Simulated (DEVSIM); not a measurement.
System: Schottky contact on n-type Si, at 300 K.

| layer (left to right) | material | thickness (μm) | Nd (cm⁻³) | τn (s) | τp (s) |
|---|---|---|---|---|---|
| 1 | Si | 2.80 | 1.7e15 | 2.1e-5 | 2.1e-5 |

Left contact: Schottky, work function 4.96 eV, emission velocity 5.3e6 cm/s. Right contact: ohmic. Voltage is applied to the left contact. Recombination: SRH at mid-gap, Auger. Mobility is constant in doping.

This is a model device: material constants are rounded textbook-type values typed into the input, and sizes, dopings and lifetimes were drawn at random. Values at 300 K.

```csv
parameter,Si
gap (eV),1.124
affinity (eV),4.05
permittivity,11.7
Nc (cm⁻³),2.86e19
Nv (cm⁻³),3.1e19
μn (cm²/Vs),1417
μp (cm²/Vs),470
Cn (cm⁶/s),2.8e-31
Cp (cm⁶/s),9.9e-32
```

Simulated with DEVSIM: 1D drift-diffusion, Boltzmann statistics, complete ionisation; no tunnelling, impact ionisation, image-force lowering or self-heating. Metal contacts follow the ideal Schottky-Mott rule: no Fermi-level pinning, no interface dipoles.

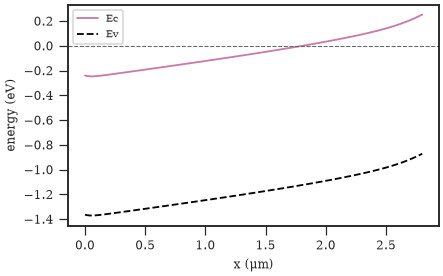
Band edges at 1.15 V on the left contact

Energies count from the Fermi level of the right contact; mesh points crowd at the junctions.

| x (μm) | Ec (eV) | Ev (eV) | n (cm⁻³) | p (cm⁻³) | field (V/cm) |
|---|---|---|---|---|---|
| 0.000 | -0.240 | -1.364 | 2.0e15 | 7.4e15 | -3300 |
| 0.01062 | -0.243 | -1.367 | 2.5e15 | 6.4e15 | -2300 |
| 0.02586 | -0.246 | -1.370 | 3.3e15 | 5.5e15 | -1200 |
| 0.04773 | -0.247 | -1.371 | 4.1e15 | 4.7e15 | -190 |
| 0.08775 | -0.246 | -1.370 | 5.0e15 | 4.2e15 | 750 |
| 0.1365 | -0.241 | -1.365 | 5.4e15 | 3.9e15 | 1200 |
| 0.2065 | -0.232 | -1.356 | 5.5e15 | 3.9e15 | 1300 |
| 0.3492 | -0.213 | -1.337 | 5.5e15 | 3.8e15 | 1300 |
| 0.5117 | -0.191 | -1.315 | 5.5e15 | 3.8e15 | 1400 |
| 0.7447 | -0.159 | -1.283 | 5.4e15 | 3.7e15 | 1400 |
| 1.079 | -0.112 | -1.236 | 5.2e15 | 3.5e15 | 1400 |
| 1.611 | -0.032 | -1.156 | 4.8e15 | 3.1e15 | 1600 |
| 1.979 | 0.029 | -1.095 | 4.4e15 | 2.7e15 | 1800 |
| 2.235 | 0.078 | -1.046 | 3.9e15 | 2.3e15 | 2100 |
| 2.460 | 0.129 | -0.995 | 3.2e15 | 1.7e15 | 2600 |
| 2.571 | 0.161 | -0.963 | 2.7e15 | 1.4e15 | 3100 |
| 2.647 | 0.187 | -0.937 | 2.4e15 | 1.2e15 | 3600 |
| 2.701 | 0.207 | -0.917 | 2.1e15 | 9.7e14 | 4100 |
| 2.745 | 0.226 | -0.898 | 1.9e15 | 7.1e14 | 4500 |
| 2.769 | 0.237 | -0.887 | 1.8e15 | 4.8e14 | 4600 |
| 2.786 | 0.245 | -0.879 | 1.7e15 | 2.5e14 | 4700 |
| 2.800 | 0.252 | -0.872 | 1.7e15 | 68000 | 4700 |
